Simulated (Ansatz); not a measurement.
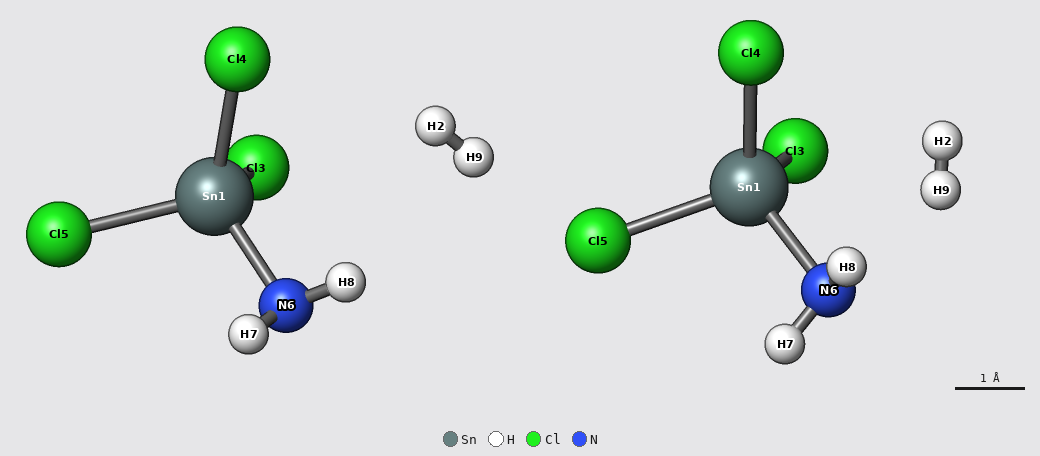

Two geometries of SnNH4Cl3, drawn at one scale. One is the start of a relaxation, the other its converged end. A ball-and-stick model, seen at a tilt.

The calculation used RKS PBE/def2-SVP in Ansatz 0.2.0. (no spin polarisation; force threshold 0.03 eV/Å; at most 50 steps)

### Which one is relaxed?

The left one is the relaxed one. The run prepares an end point of a later path (reaction) calculation, from a guessed geometry. H9 moves most after the best rigid fit: 0.98 Å. Largest moves by element: H 0.98 Å, N 0.46 Å, Cl 0.40 Å, Sn 0.28 Å. Some distances before and after: H2–H9 0.721 → 0.770 Å, Sn1–N6 2.089 → 2.049 Å, Sn1–Cl4 2.360 → 2.371 Å, Sn1–Cl5 2.364 → 2.353 Å. Among the angles between lasting bonds that change: Sn1–N6–H8 105.9° → 108.8°, Cl3–Sn1–Cl5 106.4° → 109.2°, Cl3–Sn1–N6 112.3° → 109.8°. Groups turn about Sn1–N6 by about 40°. After 27 accepted moves (31 points after the start) the energy has fallen by 0.139 eV. Largest force component: 1.6 eV/Å at the start, 0.019 eV/Å at the end. The line search rejected the trial steps at points 7, 12, 13, 27 of the run. The forces were under the threshold at step 6, but the run went on from there.

Limits of the set-up: the start holds two separate molecules, 2.3 Å apart at their closest, whose relative position is a soft coordinate and is computed without a dispersion correction.
